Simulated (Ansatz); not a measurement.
The parent structure is InP in the zinc blende structure (space group F-43m, No. 216; a = 5.827 Å).

Modification: the cell is scaled by 0.9950 in all directions; the atoms relax in the strained cell.

All numbers come from plane-wave PAW DFT at the LDA level (Ansatz, a program for electronic structure, 420 eV), without spin-orbit coupling.

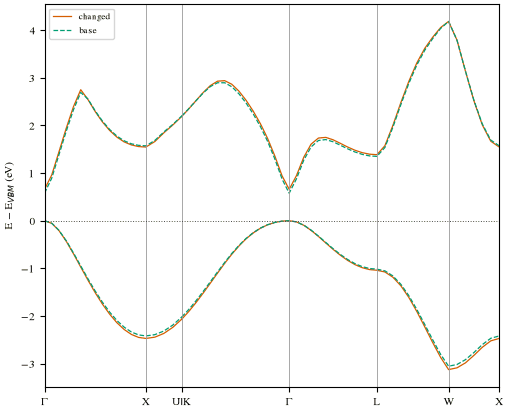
*Highest valence and lowest conduction band along the path, each from its own valence-band maximum*

The gap is 0.66 eV, direct at Γ; the base has 0.58 eV.

No phonon test of stability was made.
